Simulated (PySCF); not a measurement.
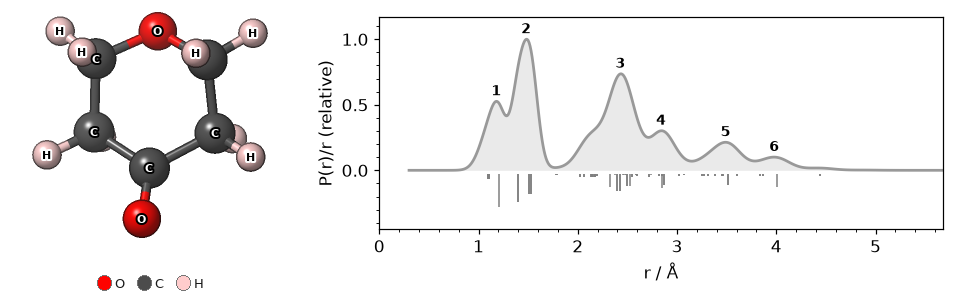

Simulated gas electron diffraction: radial distribution curve of C₅H₈O₂. Each pair of atoms contributes with weight ZᵢZⱼ/r (bars below the curve); damping constant 0.0015 Å²; vibrational amplitudes assumed, not computed: 0.05 Å for bonds, 0.078 Å for bonds to H, 0.06 + 0.015 r up to 0.15 Å for other pairs. The geometry is the end point of an optimisation (PBE0-D3(BJ)/def2-SVP geometry optimisation, gas phase (PySCF 2.14.0, density-fitted response routines)); it may be a saddle point or a higher isomer. SMILES: O=C1CCOCC1.

Q: Read the positions of the numbered peaks and name the main pairs (– for bonds).

A: Peak 1, 1.18 Å: C–H 1.10–1.11 Å (×8), O–C 1.21 Å, not resolved
Peak 2, 1.48 Å: O–C 1.40 Å (×2), C–C 1.51–1.53 Å (×4), not resolved
Peak 3, 2.43 Å: C···C 2.33–2.53 Å (×4), O···C 2.40–2.43 Å (×4), not resolved; in its flanks C···H 2.13–2.18 Å
Peak 4, 2.84 Å: O···H 2.72–3.02 Å (×4), C···H 2.82–2.85 Å (×4), O···C 2.85 Å, C···C 2.87 Å (×2), not resolved
Peak 5, 3.49 Å: C···H 3.25–3.46 Å (×10), O···H 3.38–3.60 Å (×4), O···C 3.52 Å (×2), not resolved
Peak 6, 3.98 Å: C···H 3.84–3.86 Å (×4), H···H 3.85–4.26 Å (×10), O···O 4.01 Å, not resolved
